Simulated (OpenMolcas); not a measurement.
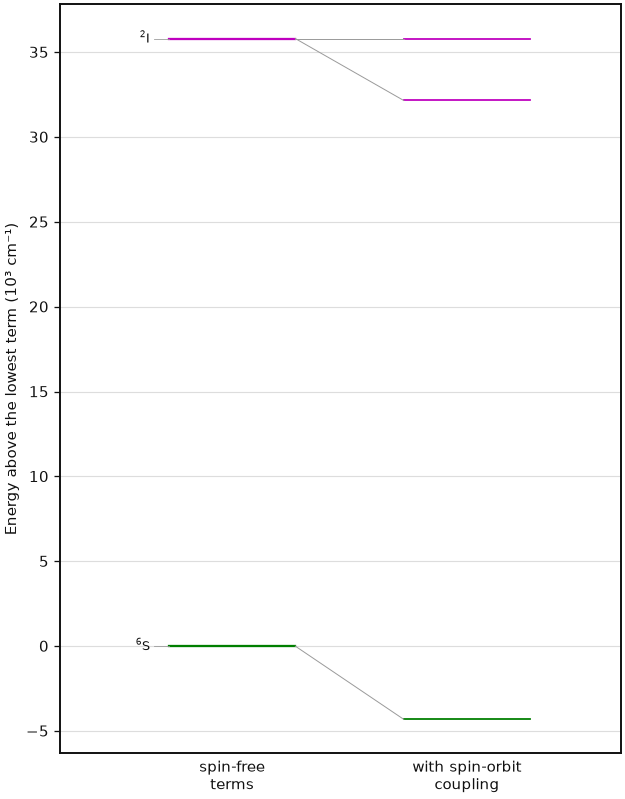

Figure 1. Terms of Ir⁴⁺ without and with spin-orbit coupling; the J values are left off. ⁶S (at 0) gives the one level J = 5/2; ²I (at 35,800 cm⁻¹) splits over 3,650 cm⁻¹ into J = 11/2, 13/2 from the bottom up (normal). The ground level lies 4,320 cm⁻¹ below the lowest term.

## Multiconfigurational calculation for Ir⁴⁺

- system: Ir⁴⁺.
- method: state-averaged MS-CASPT2, IPEA shift 0, imaginary shift 0.1 hartree, closed shells 5s 5p correlated, active space 5 electrons in the shell 5d, basis ANO-RCC-VTZP, DKH2 scalar Hamiltonian, spin-orbit coupling by RASSI with atomic mean-field integrals (OpenMolcas)

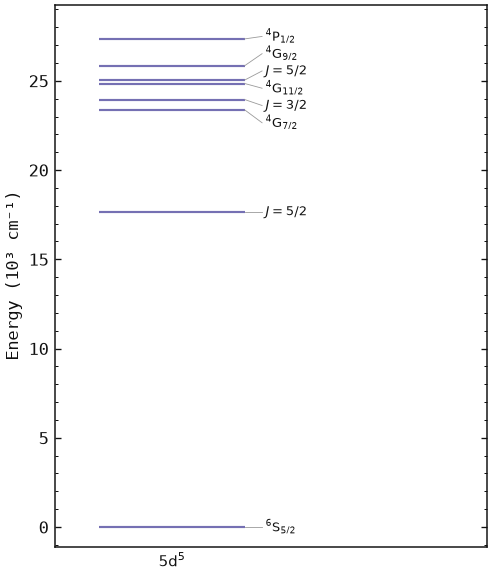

Figure 2. Level diagram of Ir⁴⁺. The lowest level is 5d⁵ ⁶S₅/₂. The first excited level, 5d⁵ J = 5/2 (even, mixed, level 2), lies at 17,700 cm⁻¹. All levels drawn have even parity, so no electric dipole line joins them. The leading LS term holds 61 % of a level on average, 84 % of the ground level. The ground level has g = 1.929. Spin-orbit coupling puts the ground level 4,320 cm⁻¹ below the lowest spin-free term.

| Configuration | Level | E (cm⁻¹) | Landé g |
| --- | --- | --- | --- |
| 5d⁵ | ⁶S₅/₂ | 0 | 1.929 |
| 5d⁵ | J = 5/2 (even, mixed) | 17,660 | 1.060 |
| 5d⁵ | ⁴G₇/₂ | 23,370 | 1.096 |
| 5d⁵ | J = 3/2 (even, mixed) | 23,950 | 1.367 |
| 5d⁵ | ⁴G₁₁/₂ | 24,850 | 1.226 |
| 5d⁵ | J = 5/2 (even, mixed) | 25,040 | 1.051 |
| 5d⁵ | ⁴G₉/₂ | 25,850 | 1.170 |
| 5d⁵ | ⁴P₁/₂ | 27,350 | 1.733 |

These pictures come from the run below.

Input file:
```
&GATEWAY
Coord
1

Ir 0.0 0.0 0.0
Basis=ANO-RCC-VTZP
Group=XYZ
NoMove
AngMom=0.0 0.0 0.0
AMFI
&SEWARD
&RASSCF
FileOrb=start.orb
Symmetry=1
Spin=6
nActEl=5 0 0
Inactive=15 19
Ras2=5 0
CIRoot=1 1 1
SDav=1
CIMx=300
Iter=120 100
PrWF=0.3
OrbListing=Nothing
MaxOrb=0
Atom
>>> COPY $Project.JobIph JOB001
&RASSCF
FileOrb=start.orb
Symmetry=1
Spin=4
nActEl=5 0 0
Inactive=15 19
Ras2=5 0
CIRoot=24 24 1
SDav=24
CIMx=300
Iter=120 100
PrWF=0.3
OrbListing=Nothing
MaxOrb=0
Atom
>>> COPY $Project.JobIph JOB002
&RASSCF
FileOrb=start.orb
Symmetry=1
Spin=2
nActEl=5 0 0
Inactive=15 19
Ras2=5 0
CIRoot=75 75 1
SDav=75
CIMx=300
Iter=120 100
PrWF=0.3
OrbListing=Nothing
MaxOrb=0
Atom
>>> COPY $Project.JobIph JOB003
&RASSI
NrOfJobIphs=3 1 24 75
1
1 2 3 4 5 6 7 8 9 10 11 12 13 14 15 16 17 18 19 20 21 22 23 24
1 2 3 4 5 6 7 8 9 10 11 12 13 14 15 16 17 18 19 20 21 22 23 24 25 26 27
28 29 30 31 32 33 34 35 36 37 38 39 40 41 42 43 44 45 46 47 48 49 50 51
52 53 54 55 56 57 58 59 60 61 62 63 64 65 66 67 68 69 70 71 72 73 74 75
IphNames
JOB001
JOB002
JOB003
EJob
SpinOrbit
DIPRint=1.0
SOCoupling=1000.0
Subsets=2
MEES
Property=10
'ANGMOM' 1 'ANGMOM' 2 'ANGMOM' 3 'MLTPL  1' 1 'MLTPL  1' 2 'MLTPL  1' 3
'AMFI' 1 'AMFI' 2 'AMFI' 3 'MLTPL  2' 6
SOProperty=3
'ANGMOM' 1 'ANGMOM' 2 'ANGMOM' 3
>>> COPY JOB001 $Project.JobIph
&CASPT2
Multistate=1 1
Frozen=14 16
IPEA=0.0
Imaginary=0.1
MaxIter=60
WThr=0.0 0.3 0.05
PrWF=0.5
NoMix
>>> COPY JOB002 $Project.JobIph
&CASPT2
Multistate=24 1 2 3 4 5 6 7 8 9 10 11 12 13 14 15 16 17 18 19 20 21 22
23 24
Frozen=14 16
IPEA=0.0
Imaginary=0.1
MaxIter=60
WThr=0.0 0.3 0.05
PrWF=0.5
NoMix
>>> COPY JOB003 $Project.JobIph
&CASPT2
Multistate=75 1 2 3 4 5 6 7 8 9 10 11 12 13 14 15 16 17 18 19 20 21 22
23 24 25 26 27 28 29 30 31 32 33 34 35 36 37 38 39 40 41 42 43 44 45 46
47 48 49 50 51 52 53 54 55 56 57 58 59 60 61 62 63 64 65 66 67 68 69 70
71 72 73 74 75
NoMult
Frozen=14 16
IPEA=0.0
Imaginary=0.1
MaxIter=60
WThr=0.0 0.3 0.05
PrWF=0.5
NoMix
```

The file start.orb holds starting orbitals from an earlier step. A driver script formed the levels outside the program, from RASSI's spin-orbit matrix and the CASPT2 energies (for multi-state variants, the effective Hamiltonian), averaged over the components of each term or state. The log and the time are those of the CASPT2 step.

Output (extracts):
```
--- CASPT2 ---
Orbital specifications:
      -----------------------

      Symmetry species                           1   2
                                                ag  au
      Frozen orbitals                           14  16
      Inactive orbitals                          1   3
      Active orbitals                            5   0
      Secondary orbitals                        22  23
      Deleted orbitals                           0   0
      Number of basis functions                 42  42
Type of calculation                        SS-CASPT2
      Fock operator                              state-specific
      IPEA shift                                 0.00
      Real shift                                 0.00
      Imaginary shift                            0.10
      The input orbitals will be transformed to quasi-canonical
Reference energy:      -17807.3224651027
      E2 (Non-variational):      -0.2974030352
      Shift correction:          -0.0000967869
      E2 (Variational):          -0.2974998221
      Total energy:          -17807.6199649248
      Residual norm:              0.0000000842
      Reference weight:           0.95308
      Contributions to the CASPT2 correlation energy
      Active & Virtual Only:         -0.0547398104
      One Inactive Excited:          -0.1566949557
      Two Inactive Excited:          -0.0859682690
::    CASPT2 Root  1     Total energy: -17807.61996492
--- CASPT2 ---
Orbital specifications:
      -----------------------

      Symmetry species                           1   2
                                                ag  au
      Frozen orbitals                           14  16
      Inactive orbitals                          1   3
      Active orbitals                            5   0
      Secondary orbitals                        22  23
      Deleted orbitals                           0   0
      Number of basis functions                 42  42
Type of calculation                        MS-CASPT2
      Fock operator                              state-specific
      IPEA shift                                 0.00
      Real shift                                 0.00
      Imaginary shift                            0.10
      The input orbitals will be transformed to quasi-canonical
Reference energy:      -17807.1951841987
      E2 (Non-variational):      -0.3139767109
      Shift correction:          -0.0001484352
      E2 (Variational):          -0.3141251460
      Total energy:          -17807.5093093447
      Residual norm:              0.0000000768
      Reference weight:           0.94732
      Contributions to the CASPT2 correlation energy
      Active & Virtual Only:         -0.0667489244
      One Inactive Excited:          -0.1617743123
      Two Inactive Excited:          -0.0854534742
Reference energy:      -17807.1951841987
      E2 (Non-variational):      -0.3139776546
      Shift correction:          -0.0001484948
      E2 (Variational):          -0.3141261493
      Total energy:          -17807.5093103480
      Residual norm:              0.0000001035
      Reference weight:           0.94732
      Contributions to the CASPT2 correlation energy
      Active & Virtual Only:         -0.0667497138
      One Inactive Excited:          -0.1617744606
      Two Inactive Excited:          -0.0854534802
::    CASPT2 Root  1     Total energy: -17807.50930934
::    CASPT2 Root  2     Total energy: -17807.50931035
::    CASPT2 Root  3     Total energy: -17807.50931098
::    CASPT2 Root  4     Total energy: -17807.50931081
::    CASPT2 Root  5     Total energy: -17807.50930951
::    CASPT2 Root  6     Total energy: -17807.50930992
::    CASPT2 Root  7     Total energy: -17807.50931146
::    CASPT2 Root  8     Total energy: -17807.50931146
::    CASPT2 Root  9     Total energy: -17807.50931043
::    CASPT2 Root 10     Total energy: -17807.49200316
::    CASPT2 Root 11     Total energy: -17807.49200316
::    CASPT2 Root 12     Total energy: -17807.49200316
::    CASPT2 Root 13     Total energy: -17807.48987061
::    CASPT2 Root 14     Total energy: -17807.48987059
::    CASPT2 Root 15     Total energy: -17807.48987060
::    CASPT2 Root 16     Total energy: -17807.48987060
::    CASPT2 Root 17     Total energy: -17807.48987060
::    CASPT2 Root 18     Total energy: -17807.43774417
::    CASPT2 Root 19     Total energy: -17807.43774441
::    CASPT2 Root 20     Total energy: -17807.43774244
::    CASPT2 Root 21     Total energy: -17807.43774241
::    CASPT2 Root 22     Total energy: -17807.43774452
::    CASPT2 Root 23     Total energy: -17807.43774251
::    CASPT2 Root 24     Total energy: -17807.43774428
::    MS-CASPT2 Root  1     Total energy: -17807.50931255
::    MS-CASPT2 Root  2     Total energy: -17807.50931238
::    MS-CASPT2 Root  3     Total energy: -17807.50931179
::    MS-CASPT2 Root  4     Total energy: -17807.50931134
::    MS-CASPT2 Root  5     Total energy: -17807.50931016
::    MS-CASPT2 Root  6     Total energy: -17807.50930995
--- CASPT2 ---
Orbital specifications:
      -----------------------

      Symmetry species                           1   2
                                                ag  au
      Frozen orbitals                           14  16
      Inactive orbitals                          1   3
      Active orbitals                            5   0
      Secondary orbitals                        22  23
      Deleted orbitals                           0   0
      Number of basis functions                 42  42
Type of calculation                        SS-CASPT2
      Fock operator                              state-specific
      IPEA shift                                 0.00
      Real shift                                 0.00
      Imaginary shift                            0.10
      The input orbitals will be transformed to quasi-canonical
Reference energy:      -17807.1397212329
      E2 (Non-variational):      -0.3169751904
      Shift correction:          -0.0001181887
      E2 (Variational):          -0.3170933791
      Total energy:          -17807.4568146120
      Residual norm:              0.0000008299
      Reference weight:           0.94785
      Contributions to the CASPT2 correlation energy
      Active & Virtual Only:         -0.0668934574
      One Inactive Excited:          -0.1683615865
      Two Inactive Excited:          -0.0817201465
Reference energy:      -17807.1397212329
      E2 (Non-variational):      -0.3169749962
      Shift correction:          -0.0001181807
      E2 (Variational):          -0.3170931770
      Total energy:          -17807.4568144098
      Residual norm:              0.0000008150
      Reference weight:           0.94785
      Contributions to the CASPT2 correlation energy
      Active & Virtual Only:         -0.0668933232
      One Inactive Excited:          -0.1683615912
      Two Inactive Excited:          -0.0817200818
::    CASPT2 Root  1     Total energy: -17807.45681461
::    CASPT2 Root  2     Total energy: -17807.45681441
::    CASPT2 Root  3     Total energy: -17807.45681451
::    CASPT2 Root  4     Total energy: -17807.45681462
::    CASPT2 Root  5     Total energy: -17807.45681462
::    CASPT2 Root  6     Total energy: -17807.45681382
::    CASPT2 Root  7     Total energy: -17807.45681446
::    CASPT2 Root  8     Total energy: -17807.45681460
::    CASPT2 Root  9     Total energy: -17807.45681411
::    CASPT2 Root 10     Total energy: -17807.45681356
::    CASPT2 Root 11     Total energy: -17807.45681455
::    CASPT2 Root 12     Total energy: -17807.45681458
::    CASPT2 Root 13     Total energy: -17807.45681429
::    CASPT2 Root 14     Total energy: -17807.44382414
::    CASPT2 Root 15     Total energy: -17807.44382485
::    CASPT2 Root 16     Total energy: -17807.44382322
::    CASPT2 Root 17     Total energy: -17807.44382474
::    CASPT2 Root 18     Total energy: -17807.44382307
::    CASPT2 Root 19     Total energy: -17807.43648187
::    CASPT2 Root 20     Total energy: -17807.43648191
::    CASPT2 Root 21     Total energy: -17807.43648208
::    CASPT2 Root 22     Total energy: -17807.43648213
::    CASPT2 Root 23     Total energy: -17807.43648140
::    CASPT2 Root 24     Total energy: -17807.43648197
::    CASPT2 Root 25     Total energy: -17807.43648201
::    CASPT2 Root 26     Total energy: -17807.42060111
::    CASPT2 Root 27     Total energy: -17807.42060125
::    CASPT2 Root 28     Total energy: -17807.42060064
::    CASPT2 Root 29     Total energy: -17807.42060114
::    CASPT2 Root 30     Total energy: -17807.42060076
```

Results in brief:

```tsv
quantity	value
outcome	converged
lowest level	5d⁵ ⁶S₅/₂
first excited level	5d⁵ J = 5/2 (even, mixed, level 2), 17,656 cm⁻¹
energy of the lowest spin-free term	−17807.61996 hartree
energy of the lowest spin-orbit level	−17807.63963 hartree
CASPT2 correlation energy	−0.2975 hartree
largest spread among components of a term	3.6 cm⁻¹
lowest reference weight	0.931
hardware	1 CPU thread, shared host
wall time	20 s
```

Remarks:

Limits: large blocks without multistate coupling; levels of higher terms that fall inside the range are not drawn; only configurations of the active space are included.
